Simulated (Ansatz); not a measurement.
# Single-point calculation, with input and output: C₅H₁₃Al

C₅H₁₃Al, multiplicity 3, set up with UKS BHLYP/aug-pcseg-2 (Ansatz 0.2.0).

The geometry comes from this level: PBE0-D4/def2-TZVP.

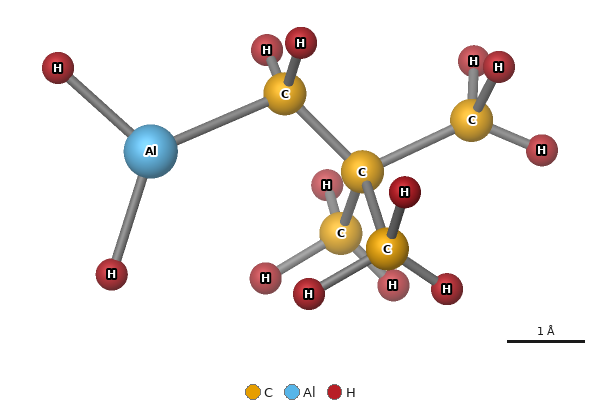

*The input geometry (ball-and-stick view, seen at a tilt). Sticks mark near contacts.*

Bond lengths as drawn: Al–C 2.00 Å, Al–H 1.63 to 1.69 Å, C–C 1.45 to 1.65 Å and C–H 0.90 to 1.22 Å.

**Input**
```yaml
crystal:
  periodic: [false, false, false]
  atoms:
    - {symbol: C, position_ang: [-0.486888, -1.611539, -0.072528]}
    - {symbol: C, position_ang: [0.279623, -0.150550, -0.189756]}
    - {symbol: C, position_ang: [1.806225, -0.586221, -0.374614]}
    - {symbol: C, position_ang: [-0.089734, 0.508256, -1.468586]}
    - {symbol: C, position_ang: [0.143980, 0.769346, 0.922256]}
    - {symbol: Al, position_ang: [-1.768095, 1.141415, 1.394799]}
    - {symbol: H, position_ang: [-0.094244, -2.021239, 0.928564]}
    - {symbol: H, position_ang: [-0.157759, -2.066923, -0.912123]}
    - {symbol: H, position_ang: [-1.595359, -1.210853, -0.146476]}
    - {symbol: H, position_ang: [2.550132, 0.251183, -0.438901]}
    - {symbol: H, position_ang: [2.255534, -1.228562, -1.006787]}
    - {symbol: H, position_ang: [2.244900, -1.138902, 0.609632]}
    - {symbol: H, position_ang: [0.436323, 1.471772, -1.617957]}
    - {symbol: H, position_ang: [-1.232867, 0.728127, -1.393669]}
    - {symbol: H, position_ang: [0.028295, -0.066209, -2.261489]}
    - {symbol: H, position_ang: [0.436781, 0.243939, 1.980847]}
    - {symbol: H, position_ang: [0.527198, 1.587483, 0.912216]}
    - {symbol: H, position_ang: [-3.128463, 0.865751, 0.434997]}
    - {symbol: H, position_ang: [-1.971635, 2.277354, 2.549242]}
basis:
  gaussian: {orbitals: aug-pcseg-2}
magnetization: {spin_polarized: true, initial_magnetization: 2}
hamiltonian: {xc: {name: BHLYP}}
accuracy: high
```

Machine: 4 threads of Arm Neoverse V2, 23 GiB of memory available, shared host.

Command:
```bash
ansatz run in.yaml --threads 4 --pin off --events-out ev --progress --plain --max-ram 11315MiB
```

**What the program printed**
```
Functional definition: BHLYP
  name "BHLYP"
  cite "Becke, J. Chem. Phys. 98, 1372 (1993) doi:10.1063/1.464304"
  cite "Becke, Phys. Rev. A 38, 3098 (1988) doi:10.1103/PhysRevA.38.3098"
  cite "Lee, Yang & Parr, Phys. Rev. B 37, 785 (1988) doi:10.1103/PhysRevB.37.785"
  parameter a = 0.5
  exchange = (1 - a)*b88_x + a*exact_x
  correlation = lyp_c
Error: with its integrals the run needs 18.42 GiB of memory, and 11.04 GiB are given
refused for memory
```

**Outcome**

```json
{"quantity": "outcome", "value": "refused by the program"}
```

The program refused the input: “with its integrals the run needs 18.42 GiB of memory, and 11.04 GiB are given refused for memory”
